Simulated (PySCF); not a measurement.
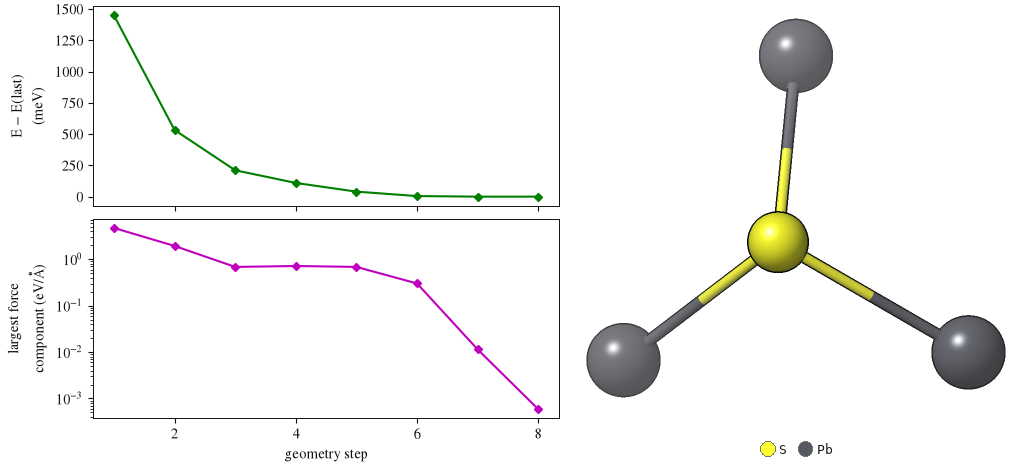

Beside the plot: the molecule at the start.

History of a geometry optimisation. The start has point group C3v, which is kept. A held symmetry can leave a saddle point.

- system: Pb3S molecule (charge +1), multiplicity 4
- method: PySCF, UKS-based PBE0, S def2-SVP, Pb def2-SVP with ECP60; non-relativistic Hamiltonian with scalar-relativistic core potentials; density fitting

> How did the optimisation end?

The optimisation met its thresholds at geometry 8, counting the start as the first. The energy fell by about 1400 meV from the first step to the last. The largest force component goes from about 4.7 eV/Å at the start to 6 × 10⁻⁴ eV/Å at the end.

> By which step was nine tenths of the energy gained?

By step 4 of 8.
